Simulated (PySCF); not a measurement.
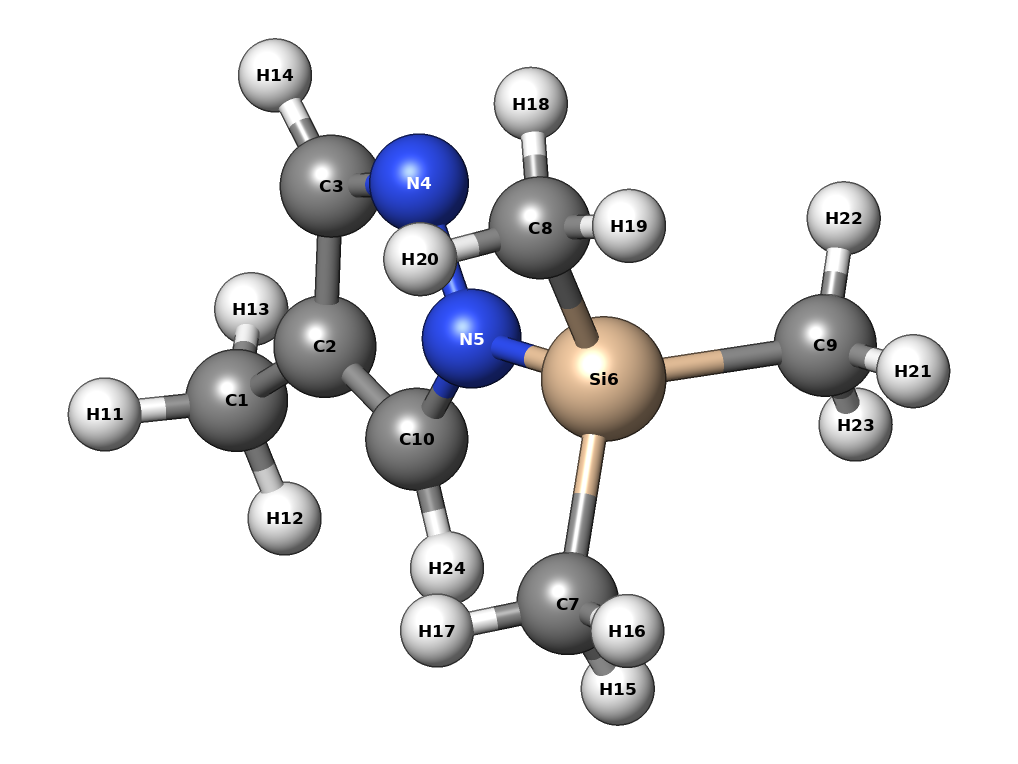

Every bond is drawn as one stick. Computed geometry: GFN2-xTB optimisation. No frequency run is at hand to confirm it as a minimum. Level of theory: PBE0/pcSseg-1 (PySCF 2.14.0).

**Which bond between heavy atoms has the highest Mayer bond order?**

C3–N4, 1.56, at a length of 1.312 Å.

**Which bond between heavy atoms has the lowest Mayer bond order?**

N5–Si6, 0.70, at 1.773 Å.

List the Mayer bond orders of C1–C2, C2–C3, C2–C10, C3–N4, N4–N5, N5–Si6, N5–C10, Si6–C7, Si6–C8, Si6–C9 (bonds between heavy atoms, one of each equivalent set).

```csv
bond,Mayer order,length (Å)
C1–C2,1.05,1.489
C2–C3,1.32,1.410
C2–C10,1.47,1.372
C3–N4,1.56,1.312
N4–N5,1.18,1.343
N5–Si6,0.70,1.773
N5–C10,1.12,1.355
Si6–C7,0.96,1.905
Si6–C8,0.99,1.896
Si6–C9,0.98,1.905
```

The geometry is semi-empirical. Around Si such bond lengths and angles can be off by a tenth of an ångström or more and by several degrees, and values that hang on the shape move with them.
